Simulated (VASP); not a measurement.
Band structure of CsI (CsCl type). Method: AM05 GGA, VASP's PBE PAW potentials (set 64) (plane waves; VASP 6.6.1).

Unless said otherwise, spin-orbit coupling is left out, though it shifts the bands of the heavy elements here.

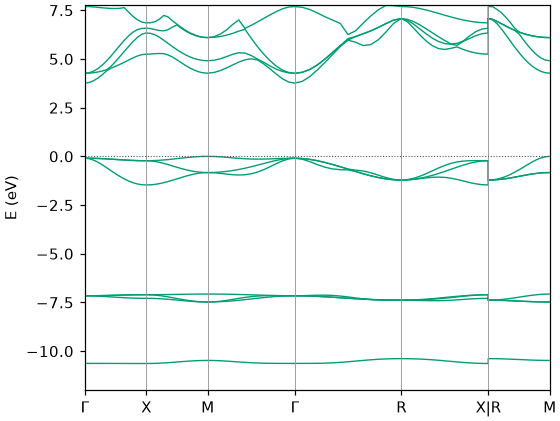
Figure. Bands along high-symmetry lines, zero at the valence-band maximum or, without a gap, the Fermi level

Task: Read the plot: is there a gap, and where are the band edges?

Result: The gap is indirect, 3.76 eV, from the valence maximum at M to the conduction minimum at Γ. (Edges off the drawn lines would not show.)

Measured: gap 6.20 eV (computed value off by -2.44 eV), as given by Aguado et al., (1998), arXiv:cond-mat/9809176.

The compound is CsI in the CsCl type structure. It was relaxed first.
